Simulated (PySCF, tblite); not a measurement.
**C7H11NSi2: geometry, infrared bands and NMR shifts**

Wanted: the infrared bands and NMR shifts of C7H11NSi2 (`[SiH3]N([SiH3])c1cccc2c1C2`), by calculation.

The runs use tblite 0.8.0 and PySCF 2.14.0, with density-fitted response routines of our own; the level of theory stands in each step. All values are computed, except where a source is named. Atoms are numbered from 0 throughout.

## Step 1: Starting geometry

21 atoms, charge 0, multiplicity 1; geometry from: force field or distance geometry start.

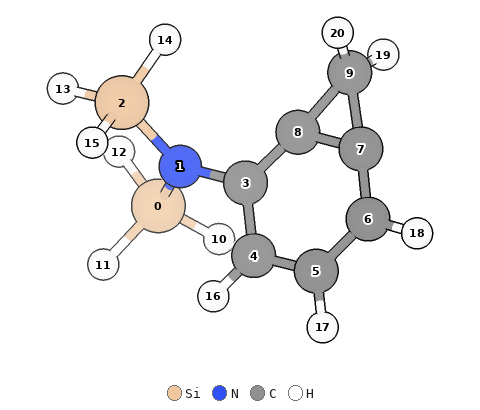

As it starts; silicon light orange, nitrogen blue, carbon grey, hydrogen white, atoms numbered; sticks join atoms by distance.

## Step 2: Geometry optimisation with GFN2-xTB

The job: settings as JSON, then the geometry in Å.

```
{"job": {"kind": "relax", "xc": "GFN2-xTB", "basis": "xTB"}, "charge": 0, "multiplicity": 1}
Si    -2.516900    -1.052800    -0.622100
N     -1.315300     0.167800    -0.133000
Si    -1.728700     1.909100     0.084100
C      0.054700    -0.147300     0.122300
C      0.297100    -1.024900     1.204000
C      1.617300    -1.321000     1.452400
C      2.650700    -0.788000     0.702500
C      2.437400     0.063700    -0.334200
C      1.098900     0.364600    -0.610100
C      2.127900     0.987000    -1.470900
H     -1.953400    -2.299900    -1.113900
H     -3.369400    -1.412400     0.555800
H     -3.491600    -0.442000    -1.576800
H     -3.115100     2.037500    -0.335000
H     -0.789600     2.683300    -0.698200
H     -1.665800     2.135700     1.541500
H     -0.505000    -1.439700     1.792400
H      1.804100    -2.001700     2.284000
H      3.695000    -1.036600     0.938600
H      2.250000     0.573200    -2.494400
H      2.409000     2.061300    -1.289400
```

Command:

```
OMP_NUM_THREADS=1 python probes_run.py task.json out
```

The driver reads the jobs from task.json and runs them one after another.

**Question.** This job is followed by: GFN2-xTB harmonic vibrations, gas phase; GIAO PBE0/pcSseg-1 NMR shielding, non-relativistic, gas phase. What will the session give for the following? strongest single infrared mode (GFN2-xTB); zero-point energy (GFN2-xTB); 13C shifts against TMS (PBE0/pcSseg-1); 1H shifts against TMS (PBE0/pcSseg-1, means over atoms taken as alike); 29Si shifts against TMS (PBE0/pcSseg-1, means over atoms taken as alike); 15N shifts against NH3 (PBE0/pcSseg-1).

As calculated:

| quantity | value |
| --- | --- |
| strongest single infrared mode (GFN2-xTB) | 788 cm⁻¹, 691 km/mol |
| zero-point energy (GFN2-xTB) | 92.1 kcal/mol |
| 13C shifts against TMS (PBE0/pcSseg-1) | 141.6, 137.2, 135.4, 122.3, 115.1, 109.8, 26.4 ppm |
| 1H shifts against TMS (PBE0/pcSseg-1, means over atoms taken as alike) | 7.45, 7.20, 6.82, 4.97, 3.62 ppm |
| 29Si shifts against TMS (PBE0/pcSseg-1, means over atoms taken as alike) | -51.2 ppm |
| 15N shifts against NH3 (PBE0/pcSseg-1) | 51.7 ppm |

**Reading.** Over 157 steps the energy fell by 0.742 eV; of the close pairs, N1–Si2 changed most, 1.803 to 1.752 Å. All 57 modes are real, so the xTB geometry is a minimum. GFN2-xTB is a fitted tight-binding method: band positions and strengths are rough. Its intensities can rank the bands wrongly. At PBE0/pcSseg-1: Shielding is most anisotropic at C7 (span 310 ppm, paramagnetic term -225 ppm). NICS(1)zz of -25 ppm above the planar ring from C3 marks a diatropic (aromatic) ring current.
